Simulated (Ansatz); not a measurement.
System: Cl₂HHfO···HCl (doublet).

Input file:

```
crystal:
  periodic: [false, false, false]
  atoms:
    - { symbol: Hf, position_ang: [-0.043139, -0.176514, -0.560568] }
    - { symbol: Cl, position_ang: [-0.447187, 0.472031, 3.082974] }
    - { symbol: Cl, position_ang: [2.33591, 0.098034, -0.397606] }
    - { symbol: O, position_ang: [-1.174529, 1.365803, -0.659829] }
    - { symbol: H, position_ang: [-1.727524, 2.124347, -0.698507] }
    - { symbol: Cl, position_ang: [-1.023843, -2.363202, -0.446184] }
    - { symbol: H, position_ang: [0.362012, -0.4293, 3.610319] }
magnetization:
  spin_polarized: true
  initial_magnetization: 1
basis:
  gaussian: { orbitals: def2-SVP }
hamiltonian:
  xc: hf
relax:
  f_tol: 0.03
  max_steps: 50
output:
  orbitals: {}
```

Run with:

```sh
ansatz run input.yaml --threads 4 --pin off --max-ram 5120MiB --backend cpu --events-out ev --progress --plain --runs-dir out
```

The fields are those of the run's last geometry, not of the input's.

Core potentials replace the inner electrons of Hf.

Computed with Ansatz, UHF/def2-SVP.

**Predict the electron density, electron localisation function and spin density between the atoms.**

Hf–O (1.91 Å): the density is about 0.86 e/Å³ at the midpoint; the ELF peaks at about 0.80 in the valence shell of O, 0.5 Å from its nucleus, and drops to about 0.20 between the two atoms.
Hf–Cl (2.39 Å): ρ at the midpoint is about 0.52 e/Å³; the ELF peaks at about 0.85 in the valence shell of Cl, 0.8 Å from its nucleus, and is about 0.35 at the midpoint.
O–H (0.94 Å): ρ at the midpoint is about 3.9 e/Å³; the ELF climbs to about 1 towards the hydrogen, as it does in any bond to H; an ordinary covalent bond to hydrogen.
The unpaired spin (1 electron) lies mostly on Hf1 (about 1.0), in electrons by Hirshfeld's partition.

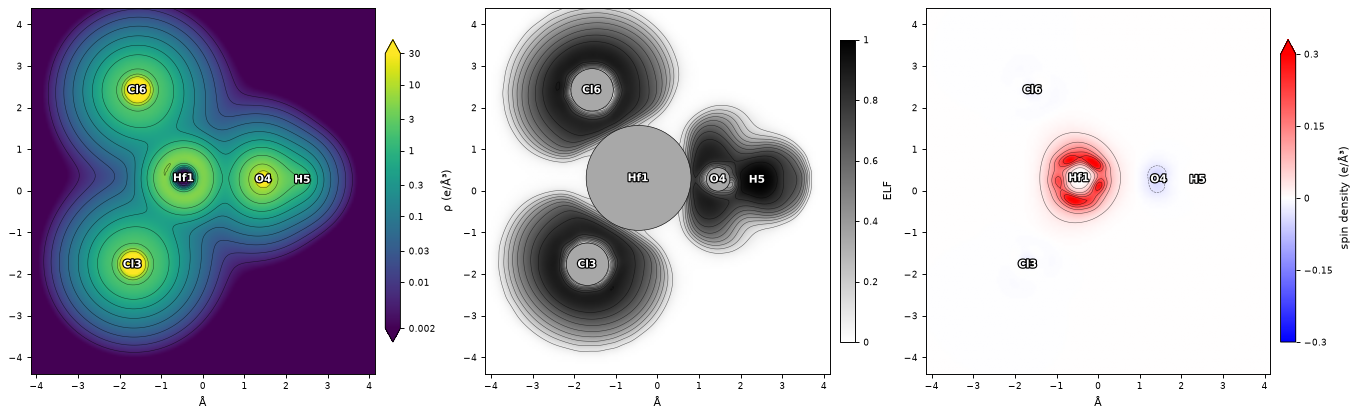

Computed electron density, electron localisation function and spin density on the plane of atoms O4, Hf1 and Cl6, in this order. Grey discs cover the atomic cores in the ELF map. 
